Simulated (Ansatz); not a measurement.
# BClH4Si···H2O: what the fields show

Input

```
crystal:
  periodic: [false, false, false]
  atoms:
    - { symbol: B, position_ang: [0.0, 0.0, 0.0] }
    - { symbol: O, position_ang: [0.0, 0.0, 1.76] }
    - { symbol: H, position_ang: [-0.9095, -0.2814, 2.0971] }
    - { symbol: H, position_ang: [1.0305, 0.0, -0.595] }
    - { symbol: Cl, position_ang: [-1.6108, 0.0, -0.93] }
    - { symbol: Si, position_ang: [-0.2814, 2.1166, 0.7095] }
    - { symbol: H, position_ang: [-1.6383, 2.5579, 0.4002] }
    - { symbol: H, position_ang: [-0.0669, 2.1796, 2.1523] }
    - { symbol: H, position_ang: [0.6781, 2.9876, 0.037] }
    - { symbol: H, position_ang: [-0.1476, 1.1102, 1.7067] }
basis:
  gaussian: { orbitals: def2-SVP }
hamiltonian:
  xc: pbe0
relax:
  f_tol: 0.15
  max_steps: 25
  restrain:
    - { distance: [0, 5], at: 1.95, k: 30.0 }
    - { distance: [9, 1], at: 1.01, k: 30.0 }
    - { distance: [0, 1], at: 2.61, k: 30.0 }
    - { distance: [9, 5], at: 2.66, k: 30.0 }
output:
  orbitals: {}
```

Run with:

```sh
ansatz run input.yaml --threads 2 --pin off --max-ram 3072MiB --backend cpu --events-out ev --progress --plain --runs-dir out
```

The fields are those of the run's last geometry, not of the input's.

Not at a stationary point (largest force 0.9 eV/Å).

Theory: RKS PBE0/def2-SVP in Ansatz 0.2.0.

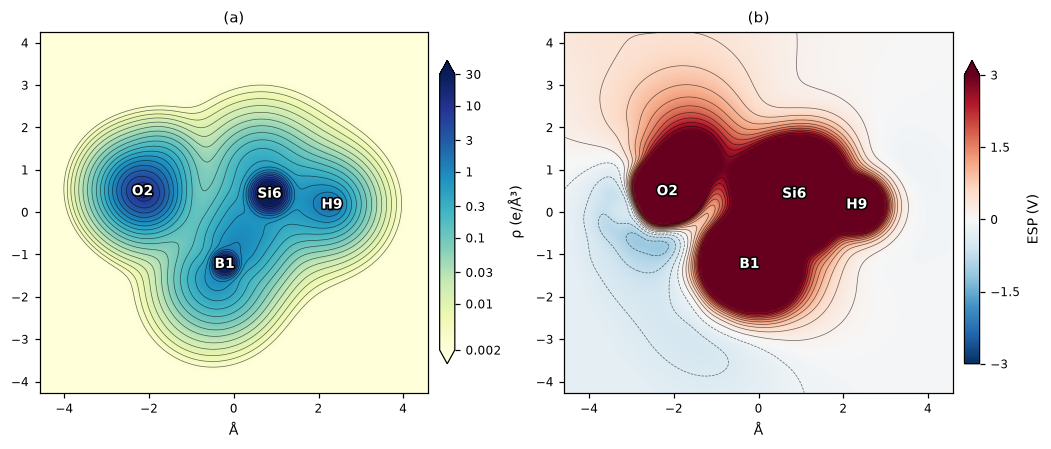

Figure 1. (a) total electron density; (b) electrostatic potential on the plane of atoms B1, Si6 and H9.

### Read the bonding off the picture.

The section cuts through B, O, Si and H sites.
B1···O2 (2.60 Å): the density falls to about 0.12 e/Å³ on the way.
Si–B (1.97 Å): the density is about 0.85 e/Å³ at the midpoint.
Si–H (1.50 Å): ρ at the midpoint is about 0.74 e/Å³.
Outside the dense part of the complex the potential is most negative (−1.1 V) near O2.

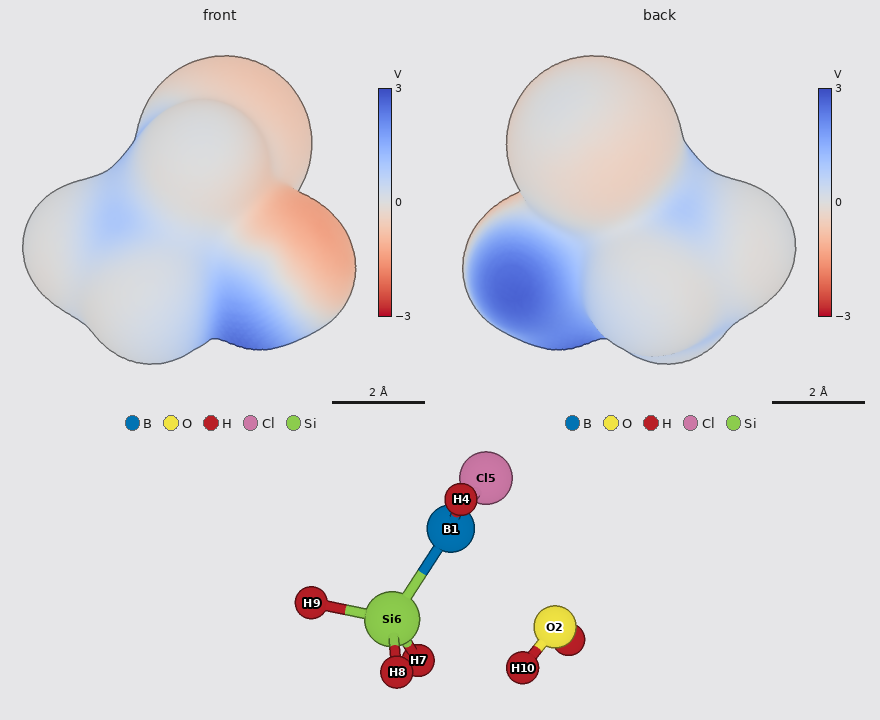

Figure 2. The molecular electrostatic potential painted on the density surface at 0.002 e/bohr³, seen from the front and from behind; the colour scale runs from red (negative) to blue (positive). The bare structure is drawn below in the same view.

### Which sites attract a positive test charge, and which a negative one?

A positive charge is drawn to the negative regions and a negative charge to the positive ones. The most negative region (about −1.3 V) lies over O2, the most positive (about +2.6 V) over H3. O2 is the likeliest acceptor of a hydrogen bond.

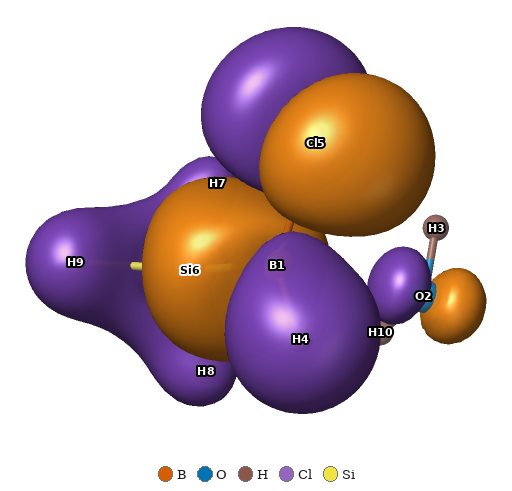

Figure 3. One frontier orbital at ±0.08 Å⁻³ᐟ² (orange and purple are the two phases), seen from one side.

### Which orbital is it: HOMO or LUMO?

The HOMO, at −7.72 eV. By Hirshfeld shares it lies mainly on Cl5 (about 40 %), B1 (about 20 %), Si6 (about 20 %) and H4 (about 10 %).
